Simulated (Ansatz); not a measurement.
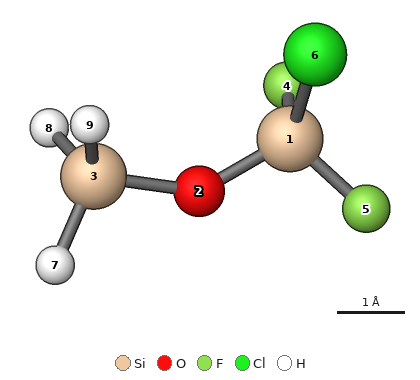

The structure as given in the input (ball-and-stick view, seen at a tilt; atoms are numbered from 1 in the order of the input).

Geometry relaxation, with input and output: Si₂H₃ClOF₂ (part 1 of 2)

The run: geometry relaxation of Si₂H₃ClOF₂. Method and program: RKS PBE0-D4/def2-TZVP (Ansatz 0.2.0).

Figures and captions count atoms from 1; the log counts them from 0 in places.

### Log
```
Functional definition: PBE0
  name "PBE0"
  cite "Adamo & Barone, J. Chem. Phys. 110, 6158 (1999) doi:10.1063/1.478522"
  cite "Perdew, Burke & Ernzerhof, Phys. Rev. Lett. 77, 3865 (1996) doi:10.1103/PhysRevLett.77.3865"
  parent pbe
  parameter a = 0.25
  parameter kappa = 0.804
  parameter beta = 0.06672455060314922
  exchange = (1 - a)*pbe_x(kappa = kappa, mu = beta*pi^2/3) + a*exact_x
  correlation = pbe_c(beta = beta)
1399 factors; their error is unknown
mean field evaluation 1: about -35795.2317 eV, gradient 6.5e1 eV
mean field evaluation 2: about -35785.6842 eV, gradient 1.0e2 eV
mean field evaluation 4: about -35801.2505 eV, gradient 4.8e0 eV
mean field evaluation 8: about -35801.2824 eV, gradient 3.0e-2 eV
mean field evaluation 16: about -35801.4127 eV, gradient 4.1e-5 eV
mean field -35801.41271501 eV, -1315.6776502074 hartree, gradient 4.1e-5 eV, S^2 0.000000; 0 other end points of the search recorded, 0 dependent functions left out
the calculation of the forces begins
reference -35801.41274773 eV, -1315.6776514098 hartree; 37, 37 occupied and 185, 185 virtual orbitals, 1399 factors
relax step   1: F+E_penalty+E_count = -35801.63437285 eV  Δ(F+E_penalty+E_count) = +0.000e0 eV  max|allowed force component| = 4.489e-1 eV/Å  Δτ_max = 0.0000 Å  (27 SCF iters, accepted)
these checks for a lower state are left out or cut short: starts, cluster_reference, orbital_swaps, neighbouring_geometries, increment
1399 factors; their error is unknown
mean field -35801.41747246 eV, -1315.6778250405 hartree, gradient 1.1e-5 eV, S^2 0.000000; 0 other end points of the search recorded, 0 dependent functions left out
[... from here on the field's lines of each further geometry are left out, up to the last ...]
relax step   2: F+E_penalty+E_count = -35801.63886829 eV  Δ(F+E_penalty+E_count) = -4.495e-3 eV  max|allowed force component| = 2.563e-1 eV/Å  Δτ_max = 0.0103 Å  (31 SCF iters, accepted)
relax step   3: F+E_penalty+E_count = -35801.64154996 eV  Δ(F+E_penalty+E_count) = -2.682e-3 eV  max|allowed force component| = 7.549e-2 eV/Å  Δτ_max = 0.0112 Å  (30 SCF iters, accepted)
relax step   4: F+E_penalty+E_count = -35801.64325804 eV  Δ(F+E_penalty+E_count) = -1.708e-3 eV  max|allowed force component| = 6.792e-2 eV/Å  Δτ_max = 0.0212 Å  (30 SCF iters, accepted)
relax step   5: F+E_penalty+E_count = -35801.64675647 eV  Δ(F+E_penalty+E_count) = -3.498e-3 eV  max|allowed force component| = 4.967e-2 eV/Å  Δτ_max = 0.0674 Å  (29 SCF iters, accepted)
relax step   6: F+E_penalty+E_count = -35801.64804743 eV  Δ(F+E_penalty+E_count) = -1.291e-3 eV  max|allowed force component| = 1.676e-2 eV/Å  Δτ_max = 0.0322 Å  (29 SCF iters, accepted)
relax step   7: F+E_penalty+E_count = -35801.64843823 eV  Δ(F+E_penalty+E_count) = -3.908e-4 eV  max|allowed force component| = 3.360e-2 eV/Å  Δτ_max = 0.0335 Å  (29 SCF iters, accepted)
relax step   8: F+E_penalty+E_count = -35801.64838325 eV  Δ(F+E_penalty+E_count) = +5.498e-5 eV  max|allowed force component| = 5.046e-2 eV/Å  Δτ_max = 0.0261 Å  (29 SCF iters, rejected (line search))
relax step   9: F+E_penalty+E_count = -35801.64870798 eV  Δ(F+E_penalty+E_count) = -2.697e-4 eV  max|allowed force component| = 1.465e-2 eV/Å  Δτ_max = 0.0130 Å  (30 SCF iters, accepted)
relax step  10: F+E_penalty+E_count = -35801.64892057 eV  Δ(F+E_penalty+E_count) = -2.126e-4 eV  max|allowed force component| = 9.162e-3 eV/Å  Δτ_max = 0.0253 Å  (28 SCF iters, accepted)
relax step  11: F+E_penalty+E_count = -35801.64902549 eV  Δ(F+E_penalty+E_count) = -1.049e-4 eV  max|allowed force component| = 1.308e-2 eV/Å  Δτ_max = 0.0188 Å  (29 SCF iters, accepted)
relax step  12: F+E_penalty+E_count = -35801.64918037 eV  Δ(F+E_penalty+E_count) = -1.549e-4 eV  max|allowed force component| = 3.445e-2 eV/Å  Δτ_max = 0.0368 Å  (29 SCF iters, accepted)
relax step  13: F+E_penalty+E_count = -35801.64933897 eV  Δ(F+E_penalty+E_count) = -1.586e-4 eV  max|allowed force component| = 4.200e-2 eV/Å  Δτ_max = 0.0139 Å  (30 SCF iters, accepted)
relax step  14: F+E_penalty+E_count = -35801.64960080 eV  Δ(F+E_penalty+E_count) = -2.618e-4 eV  max|allowed force component| = 6.489e-2 eV/Å  Δτ_max = 0.0382 Å  (29 SCF iters, accepted)
relax step  15: F+E_penalty+E_count = -35801.64982921 eV  Δ(F+E_penalty+E_count) = -2.284e-4 eV  max|allowed force component| = 4.168e-2 eV/Å  Δτ_max = 0.0221 Å  (29 SCF iters, accepted)
relax step  16: F+E_penalty+E_count = -35801.64991787 eV  Δ(F+E_penalty+E_count) = -8.866e-5 eV  max|allowed force component| = 1.751e-2 eV/Å  Δτ_max = 0.0263 Å  (30 SCF iters, accepted)
relax step  17: F+E_penalty+E_count = -35801.63224778 eV  Δ(F+E_penalty+E_count) = +1.767e-2 eV  max|allowed force component| = 4.947e-1 eV/Å  Δτ_max = 0.1773 Å  (35 SCF iters, rejected (line search))
relax step  18: F+E_penalty+E_count = -35801.64999152 eV  Δ(F+E_penalty+E_count) = -7.365e-5 eV  max|allowed force component| = 8.296e-3 eV/Å  Δτ_max = 0.0103 Å  (31 SCF iters, accepted)
relax step  19: F+E_penalty+E_count = -35801.64999196 eV  Δ(F+E_penalty+E_count) = -4.424e-7 eV  max|allowed force component| = 2.148e-2 eV/Å  Δτ_max = 0.0258 Å  (30 SCF iters, accepted)
relax step  20: F+E_penalty+E_count = -35801.65000614 eV  Δ(F+E_penalty+E_count) = -1.418e-5 eV  max|allowed force component| = 1.047e-2 eV/Å  Δτ_max = 0.0137 Å  (30 SCF iters, accepted)
relax step  21: F+E_penalty+E_count = -35801.65002716 eV  Δ(F+E_penalty+E_count) = -2.102e-5 eV  max|allowed force component| = 5.991e-3 eV/Å  Δτ_max = 0.0070 Å  (31 SCF iters, accepted)
relax step  22: F+E_penalty+E_count = -35801.65003970 eV  Δ(F+E_penalty+E_count) = -1.254e-5 eV  max|allowed force component| = 5.698e-3 eV/Å  Δτ_max = 0.0062 Å  (31 SCF iters, accepted)
relax step  23: F+E_penalty+E_count = -35801.65006175 eV  Δ(F+E_penalty+E_count) = -2.205e-5 eV  max|allowed force component| = 1.061e-2 eV/Å  Δτ_max = 0.0228 Å  (30 SCF iters, accepted)
relax step  24: F+E_penalty+E_count = -35801.65007057 eV  Δ(F+E_penalty+E_count) = -8.817e-6 eV  max|allowed force component| = 9.022e-3 eV/Å  Δτ_max = 0.0072 Å  (31 SCF iters, accepted)
relax step  25: F+E_penalty+E_count = -35801.65007789 eV  Δ(F+E_penalty+E_count) = -7.327e-6 eV  max|allowed force component| = 7.617e-3 eV/Å  Δτ_max = 0.0047 Å  (31 SCF iters, accepted)
relax step  26: F+E_penalty+E_count = -35801.65008366 eV  Δ(F+E_penalty+E_count) = -5.771e-6 eV  max|allowed force component| = 6.056e-3 eV/Å  Δτ_max = 0.0052 Å  (31 SCF iters, accepted)
relax step  27: F+E_penalty+E_count = -35801.65008777 eV  Δ(F+E_penalty+E_count) = -4.102e-6 eV  max|allowed force component| = 5.818e-3 eV/Å  Δτ_max = 0.0077 Å  (31 SCF iters, accepted)
relax step  28: F+E_penalty+E_count = -35801.65009233 eV  Δ(F+E_penalty+E_count) = -4.567e-6 eV  max|allowed force component| = 4.552e-3 eV/Å  Δτ_max = 0.0075 Å  (31 SCF iters, accepted)
relax step  29: F+E_penalty+E_count = -35801.65009742 eV  Δ(F+E_penalty+E_count) = -5.090e-6 eV  max|allowed force component| = 6.844e-3 eV/Å  Δτ_max = 0.0104 Å  (31 SCF iters, accepted)
relax step  30: F+E_penalty+E_count = -35801.65010349 eV  Δ(F+E_penalty+E_count) = -6.071e-6 eV  max|allowed force component| = 5.019e-3 eV/Å  Δτ_max = 0.0089 Å  (31 SCF iters, accepted)
relax step  31: F+E_penalty+E_count = -35801.65011070 eV  Δ(F+E_penalty+E_count) = -7.212e-6 eV  max|allowed force component| = 3.863e-3 eV/Å  Δτ_max = 0.0122 Å  (30 SCF iters, accepted)
relax step  32: F+E_penalty+E_count = -35801.65011657 eV  Δ(F+E_penalty+E_count) = -5.862e-6 eV  max|allowed force component| = 7.544e-3 eV/Å  Δτ_max = 0.0088 Å  (31 SCF iters, accepted)
relax step  33: F+E_penalty+E_count = -35801.65012335 eV  Δ(F+E_penalty+E_count) = -6.779e-6 eV  max|allowed force component| = 1.083e-2 eV/Å  Δτ_max = 0.0076 Å  (31 SCF iters, accepted)
relax step  34: F+E_penalty+E_count = -35801.65013211 eV  Δ(F+E_penalty+E_count) = -8.761e-6 eV  max|allowed force component| = 1.100e-2 eV/Å  Δτ_max = 0.0112 Å  (30 SCF iters, accepted)
relax step  35: F+E_penalty+E_count = -35801.65013840 eV  Δ(F+E_penalty+E_count) = -6.291e-6 eV  max|allowed force component| = 8.354e-3 eV/Å  Δτ_max = 0.0123 Å  (30 SCF iters, accepted)
relax step  36: F+E_penalty+E_count = -35801.65013975 eV  Δ(F+E_penalty+E_count) = -1.356e-6 eV  max|allowed force component| = 5.144e-3 eV/Å  Δτ_max = 0.0079 Å  (31 SCF iters, accepted)
the calculation of the forces begins
reference -35801.43010444 eV, -1315.6782892572 hartree; 37, 37 occupied and 185, 185 virtual orbitals, 1399 factors
relax step  37: F+E_penalty+E_count = -35801.65014173 eV  Δ(F+E_penalty+E_count) = -1.980e-6 eV  max|allowed force component| = 3.437e-3 eV/Å  Δτ_max = 0.0010 Å  (20 SCF iters, accepted)
```

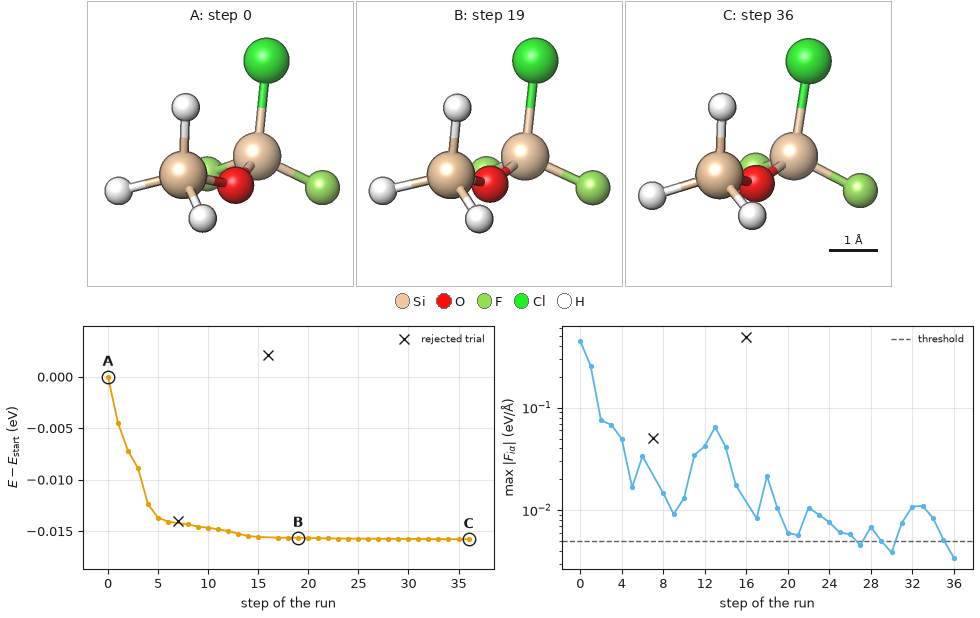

Frames of the relaxation (ball-and-stick view, seen at a tilt) above the curves, on which the letters mark them (the first geometry is step 0 here and step 1 in the log).

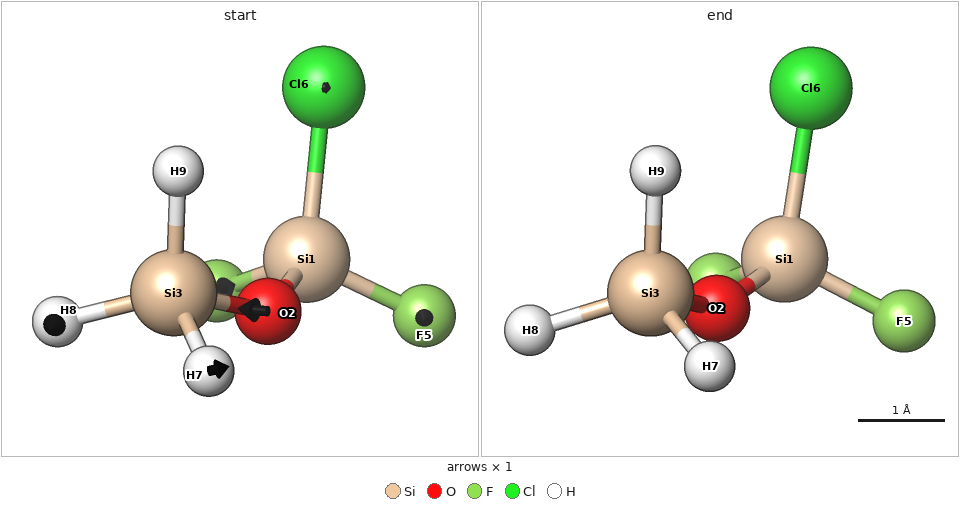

Before (left) and after (right) the relaxation, at one scale (ball-and-stick view, seen at a tilt). The black arrows give the displacements, at true length. O2 moves most after the best rigid fit: 0.42 Å. Largest moves by element: O 0.42 Å, H 0.37 Å, F 0.34 Å, Cl 0.09 Å, Si 0.05 Å. Distances before and after: O2–Si3 1.665 → 1.648 Å, Si1–O2 1.603 → 1.590 Å, Si1–Cl6 2.011 → 2.016 Å. Among the angles that change: Si1–O2–Si3 142.1° → 152.3°, O2–Si1–F5 107.8° → 109.9°. Over 36 geometry steps the energy falls by 0.016 eV. The largest force component goes from 0.45 to 0.0034 eV/Å. The line search rejected the trial steps at points 7, 16 (counted from 0) and went back. (Atoms are counted from 1 in the order of the input.)

```
1399 factors; their error is unknown
mean field -35801.43007157 eV, -1315.6782880493 hartree, gradient 3.5e-5 eV, S^2 0.000000; 1 other end points of the search recorded, 0 dependent functions left out
the calculation of the forces begins
reference -35801.43010444 eV, -1315.6782892572 hartree; 37, 37 occupied and 185, 185 virtual orbitals, 1399 factors
Total energy: -35801.65017460 eV, -1315.6863766866 hartree
Atom 0 at    -0.756914    -0.004486     1.482869 Å, force    -0.002407     0.001868     0.000562 eV/Å
Atom 1 at    -0.364172    -0.291246    -0.030661 Å, force     0.000852    -0.000983     0.000780 eV/Å
Atom 2 at     0.519419    -1.063510    -1.187070 Å, force    -0.001105     0.000176    -0.001332 eV/Å
Atom 3 at    -2.272228    -0.350938     1.718774 Å, force     0.002519     0.001453    -0.000377 eV/Å
Atom 4 at    -0.575326     1.524070     1.802464 Å, force    -0.000650    -0.003437    -0.000304 eV/Å
Atom 5 at     0.363573    -1.077000     2.771271 Å, force     0.000125     0.000510    -0.000152 eV/Å
Atom 6 at     1.226300    -0.038365    -1.988563 Å, force     0.000668    -0.000322     0.000698 eV/Å
Atom 7 at    -0.411449    -1.834912    -2.042477 Å, force     0.000431    -0.000193     0.000722 eV/Å
Atom 8 at     1.493408    -1.971526    -0.534823 Å, force    -0.000433     0.000929    -0.000596 eV/Å
Dipole moment:     0.214832    -0.184475    -0.289032 e Å
```

### Trajectory as extended XYZ (Å, eV, eV/Å), 37 frames, from step=1 to step=37
```
9
Properties=species:S:1:pos:R:3:forces:R:3 step=1 energy=-35801.63437
Si   -0.7109    0.0094    1.4682    0.1841   0.1653  -0.4489
O    -0.0605   -0.0034    0.0032   -0.0055  -0.3258   0.0320
Si    0.5285   -1.0345   -1.1644   -0.1488   0.2940   0.3074
F    -2.2032   -0.4803    1.4111   -0.0733  -0.0250   0.0456
F    -0.7117    1.4930    1.9811   -0.0324   0.0031   0.1006
Cl    0.3051   -1.1554    2.7550    0.0205  -0.0409   0.0758
H     1.1615   -0.1845   -2.1940    0.0218  -0.0185  -0.0430
H    -0.6017   -1.8072   -1.7293    0.0088  -0.0251  -0.0381
H     1.5156   -1.9451   -0.5392    0.0249  -0.0271  -0.0314
9
Properties=species:S:1:pos:R:3:forces:R:3 step=2 energy=-35801.63887
Si   -0.7110    0.0124    1.4665    0.1286   0.0992  -0.2173
O    -0.0633   -0.0055    0.0036   -0.0026  -0.2563   0.0249
Si    0.5266   -1.0314   -1.1618   -0.0633   0.1668   0.1350
F    -2.2038   -0.4795    1.4173   -0.0441  -0.0035   0.0145
F    -0.7115    1.4939    1.9866   -0.0248  -0.0043   0.0529
Cl    0.3004   -1.1528    2.7631    0.0009   0.0006   0.0046
H     1.1626   -0.1895   -2.1978    0.0045   0.0047  -0.0089
H    -0.5958   -1.8093   -1.7374   -0.0029  -0.0038  -0.0044
H     1.5185   -1.9463   -0.5484    0.0037  -0.0034  -0.0013
9
Properties=species:S:1:pos:R:3:forces:R:3 step=3 energy=-35801.64155
Si   -0.7106    0.0136    1.4617    0.0194   0.0569   0.0377
O    -0.0655   -0.0165    0.0038   -0.0302  -0.0755   0.0395
Si    0.5257   -1.0300   -1.1589    0.0357  -0.0014  -0.0752
F    -2.2055   -0.4760    1.4202   -0.0070   0.0166  -0.0075
F    -0.7083    1.4935    1.9873   -0.0178  -0.0062   0.0058
Cl    0.2987   -1.1506    2.7626    0.0014   0.0025  -0.0074
H     1.1608   -0.1858   -2.1952   -0.0026   0.0005   0.0062
H    -0.5933   -1.8105   -1.7393    0.0026   0.0023   0.0012
H     1.5207   -1.9457   -0.5504   -0.0015   0.0042  -0.0003
9
Properties=species:S:1:pos:R:3:forces:R:3 step=4 energy=-35801.64326
Si   -0.7132    0.0130    1.4658    0.0314   0.0474   0.0467
O    -0.0745   -0.0333    0.0068   -0.0148  -0.0648   0.0065
Si    0.5272   -1.0323   -1.1622    0.0356  -0.0096  -0.0679
F    -2.2120   -0.4610    1.4336   -0.0510  -0.0176  -0.0121
F    -0.7018    1.4952    1.9826    0.0036   0.0291   0.0129
Cl    0.2928   -1.1497    2.7702    0.0034  -0.0019  -0.0029
H     1.1571   -0.1780   -2.1927    0.0007   0.0134   0.0050
H    -0.5827   -1.8178   -1.7522   -0.0060   0.0001   0.0059
H     1.5296   -1.9440   -0.5602   -0.0029   0.0040   0.0059
9
Properties=species:S:1:pos:R:3:forces:R:3 step=5 energy=-35801.64676
Si   -0.7226    0.0118    1.4776    0.0497  -0.0070  -0.0011
O    -0.1044   -0.0933    0.0130   -0.0425  -0.0117   0.0461
Si    0.5336   -1.0418   -1.1773    0.0128   0.0042   0.0044
F    -2.2355   -0.4162    1.4782   -0.0422  -0.0399  -0.0265
F    -0.6730    1.5041    1.9637    0.0421   0.0266  -0.0114
Cl    0.2718   -1.1474    2.7956   -0.0096   0.0154  -0.0136
H     1.1465   -0.1407   -2.1796   -0.0136  -0.0091   0.0089
H    -0.5517   -1.8453   -1.7895    0.0063   0.0133  -0.0048
H     1.5580   -1.9391   -0.5899   -0.0030   0.0082  -0.0020
9
Properties=species:S:1:pos:R:3:forces:R:3 step=6 energy=-35801.64805
Si   -0.7271    0.0094    1.4822    0.0142  -0.0032  -0.0132
O    -0.1245   -0.1185    0.0150   -0.0096  -0.0003   0.0168
Si    0.5350   -1.0445   -1.1790   -0.0090   0.0038  -0.0046
F    -2.2450   -0.4044    1.4912    0.0010   0.0023   0.0078
F    -0.6481    1.5075    1.9482    0.0016  -0.0052   0.0024
Cl    0.2635   -1.1470    2.8043   -0.0096   0.0084   0.0006
H     1.1379   -0.1257   -2.1700    0.0031   0.0004  -0.0017
H    -0.5380   -1.8524   -1.8052    0.0062  -0.0059  -0.0088
H     1.5688   -1.9323   -0.5951    0.0021  -0.0004   0.0008
9
Properties=species:S:1:pos:R:3:forces:R:3 step=7 energy=-35801.64844
Si   -0.7300    0.0071    1.4868   -0.0100   0.0138  -0.0066
O    -0.1412   -0.1429    0.0171   -0.0193  -0.0157  -0.0172
Si    0.5328   -1.0471   -1.1851    0.0336   0.0066   0.0237
F    -2.2531   -0.3876    1.5110    0.0120   0.0109   0.0027
F    -0.6272    1.5090    1.9373   -0.0077  -0.0092  -0.0037
Cl    0.2522   -1.1441    2.8178    0.0081  -0.0110   0.0061
H     1.1325   -0.1103   -2.1613   -0.0097   0.0004  -0.0066
H    -0.5200   -1.8678   -1.8289   -0.0083   0.0120   0.0031
H     1.5765   -1.9243   -0.6031    0.0013  -0.0078  -0.0014
9
Properties=species:S:1:pos:R:3:forces:R:3 step=8 energy=-35801.64838 accepted=F
Si   -0.7332    0.0053    1.4903   -0.0133   0.0135  -0.0104
O    -0.1526   -0.1661    0.0200   -0.0013  -0.0150  -0.0011
Si    0.5401   -1.0504   -1.1862   -0.0505   0.0189  -0.0135
F    -2.2604   -0.3725    1.5272    0.0186   0.0080  -0.0085
F    -0.6147    1.5108    1.9255   -0.0014  -0.0131  -0.0049
Cl    0.2421   -1.1426    2.8293    0.0123  -0.0096   0.0049
H     1.1189   -0.0969   -2.1599    0.0275  -0.0075   0.0235
H    -0.5062   -1.8689   -1.8438    0.0028  -0.0108   0.0159
H     1.5886   -1.9267   -0.6107    0.0053   0.0155  -0.0059
9
Properties=species:S:1:pos:R:3:forces:R:3 step=9 energy=-35801.64871
Si   -0.7319    0.0066    1.4874   -0.0025   0.0041   0.0028
O    -0.1504   -0.1521    0.0161   -0.0120  -0.0036  -0.0097
Si    0.5346   -1.0480   -1.1853    0.0147  -0.0005   0.0087
F    -2.2565   -0.3811    1.5198    0.0057   0.0060   0.0018
F    -0.6220    1.5096    1.9323   -0.0030  -0.0052  -0.0020
Cl    0.2520   -1.1447    2.8179    0.0023  -0.0033   0.0008
H     1.1315   -0.1056   -2.1579   -0.0030   0.0012  -0.0025
H    -0.5146   -1.8688   -1.8347   -0.0029   0.0040  -0.0002
H     1.5798   -1.9238   -0.6037    0.0007  -0.0027   0.0003
9
Properties=species:S:1:pos:R:3:forces:R:3 step=10 energy=-35801.64892
Si   -0.7353    0.0054    1.4888    0.0015  -0.0026   0.0079
O    -0.1681   -0.1701    0.0143   -0.0092   0.0051  -0.0012
Si    0.5364   -1.0504   -1.1866   -0.0048   0.0020  -0.0044
F    -2.2628   -0.3680    1.5371    0.0051   0.0021  -0.0005
F    -0.6100    1.5106    1.9224    0.0014  -0.0057  -0.0017
Cl    0.2507   -1.1453    2.8192   -0.0020   0.0032  -0.0036
H     1.1290   -0.0956   -2.1500    0.0054  -0.0017   0.0028
H    -0.5025   -1.8734   -1.8497    0.0038  -0.0038   0.0015
H     1.5853   -1.9211   -0.6036   -0.0012   0.0013  -0.0008
9
Properties=species:S:1:pos:R:3:forces:R:3 step=11 energy=-35801.64902
Si   -0.7378    0.0045    1.4898   -0.0009  -0.0018   0.0085
O    -0.1825   -0.1820    0.0123   -0.0049   0.0090  -0.0024
Si    0.5368   -1.0507   -1.1881   -0.0131  -0.0113  -0.0019
F    -2.2674   -0.3590    1.5503    0.0111   0.0027  -0.0016
F    -0.6007    1.5110    1.9157    0.0014  -0.0108  -0.0030
Cl    0.2505   -1.1458    2.8189   -0.0033   0.0050  -0.0056
H     1.1295   -0.0885   -2.1442    0.0034  -0.0014   0.0063
H    -0.4925   -1.8786   -1.8599    0.0041   0.0014  -0.0022
H     1.5868   -1.9189   -0.6032    0.0021   0.0072   0.0021
9
Properties=species:S:1:pos:R:3:forces:R:3 step=12 energy=-35801.64918
Si   -0.7425    0.0027    1.4911   -0.0110   0.0042  -0.0009
O    -0.2115   -0.2041    0.0072   -0.0065   0.0072   0.0052
Si    0.5361   -1.0537   -1.1898   -0.0159   0.0040  -0.0017
F    -2.2756   -0.3423    1.5760    0.0344   0.0071  -0.0036
F    -0.5827    1.5117    1.9028   -0.0007  -0.0297  -0.0090
Cl    0.2523   -1.1471    2.8160   -0.0056   0.0072  -0.0073
H     1.1311   -0.0773   -2.1305   -0.0012  -0.0019   0.0078
H    -0.4755   -1.8865   -1.8831    0.0133   0.0009   0.0061
H     1.5909   -1.9114   -0.5980   -0.0068   0.0010   0.0033
```
